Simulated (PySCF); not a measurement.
# Si2H5O (SMILES O[SiH][SiH3]): UHF/6-31G(d,p) (spherical functions)

Aim: the vertical ionisation energy of Si2H5O at UHF/6-31G** (spherical functions), from 2 runs. The job is set up through a Python script.

The calculation is run with PySCF 2.14.0.

### Step 1. The structure to begin with

The species is Si2H5O (8 atoms), meant as a doublet with charge 0. SMILES: `O[SiH][SiH3]`. Geometry: relaxed at PBE0-D4/def2-TZVP. This is one conformer, not always the lowest.

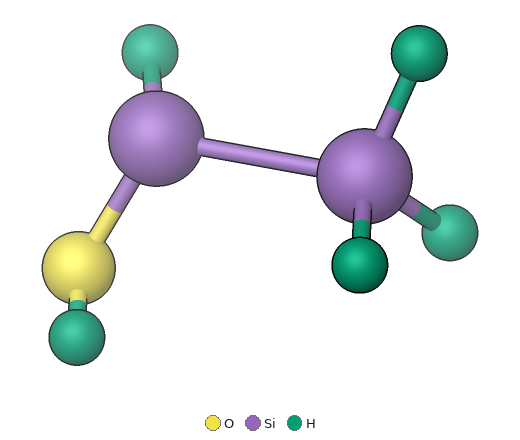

Viewed from a chosen angle; oxygen yellow, silicon purple, hydrogen teal.

### Step 2. A single-point energy at UHF/6-31G(d,p) (spherical functions)

run.py reads:

```python
# O[SiH][SiH3]
from pyscf import gto, scf

mol = gto.M(
    atom='''
O   -0.929000   0.938400  -1.717100
Si   0.090400   1.134000  -0.425000
Si   0.314200  -0.774200   0.917600
H   -1.805900   0.598400  -1.530300
H    1.378700   1.582300  -1.024400
H    1.190000  -0.426800   2.069000
H    0.883900  -1.960400   0.216700
H   -1.030200  -1.148700   1.437600
''',
    max_memory=1860,
    verbose=3,
    basis='6-31g**',
    spin=1,
)

mf = scf.UHF(mol)
mf.conv_tol = 1e-10
mf.kernel()
if not mf.converged:
    mf = mf.newton().run(mf.mo_coeff, mf.mo_occ)

e_tot = mf.e_tot
print('Final energy', e_tot)
```

Started as:

```
$ OMP_NUM_THREADS=1 python run.py
```

Output:

```text
converged SCF energy = -655.598770268482  <S^2> = 0.75612724  2S+1 = 2.0061179
Final energy -655.5987702684815
```

It took 2 s on 1 thread of Arm Neoverse V1, shared host; peak memory 0.13 GiB.

### Step 3. The singlet cation, same level

calc.py reads:

```python
from pyscf import gto, scf

system = gto.M(
    atom='''
O   -0.929000   0.938400  -1.717100
Si   0.090400   1.134000  -0.425000
Si   0.314200  -0.774200   0.917600
H   -1.805900   0.598400  -1.530300
H    1.378700   1.582300  -1.024400
H    1.190000  -0.426800   2.069000
H    0.883900  -1.960400   0.216700
H   -1.030200  -1.148700   1.437600
''',
    charge=1,
    max_memory=1860,
    basis='6-31g**',
    verbose=3,
)

mf = scf.RHF(system)
mf.conv_tol = 1e-10
mf.kernel()
if not mf.converged:
    mf = mf.newton().run(mf.mo_coeff, mf.mo_occ)

etot = mf.e_tot
print('E(%s) = %.9f' % ('HF', etot))
```

Started as:

```
$ OMP_NUM_THREADS=1 python calc.py
```

Output:

```text
converged SCF energy = -655.325247229242
E(HF) = -655.325247229
```

It took 1.6 s on 1 thread of Arm Neoverse V1, shared host; peak memory 0.13 GiB.

### Step 4. Results

Level: UHF/6-31G** (spherical functions).

| quantity | value |
| --- | --- |
| doublet Si2H5O: total energy | -655.59877 Eh |
| doublet Si2H5O: dipole moment | 1.44 D |
| doublet Si2H5O: HOMO energy (highest over α and β) | -8.33 eV |
| doublet Si2H5O: LUMO energy (lowest over α and β) | 1.43 eV |
| doublet Si2H5O: ⟨S²⟩ | 0.756 |
| singlet cation: total energy | -655.32525 Eh |
| singlet cation: HOMO energy | -17.36 eV |
| singlet cation: LUMO energy | -6.53 eV |
| singlet cation: HOMO–LUMO gap | 10.83 eV |
| vertical ionisation energy (to the singlet cation) | 7.443 eV |

In words: The vertical ionisation energy comes to 7.44 eV (718 kJ/mol). Only the singlet of the ionised species was computed; a triplet could lie lower.
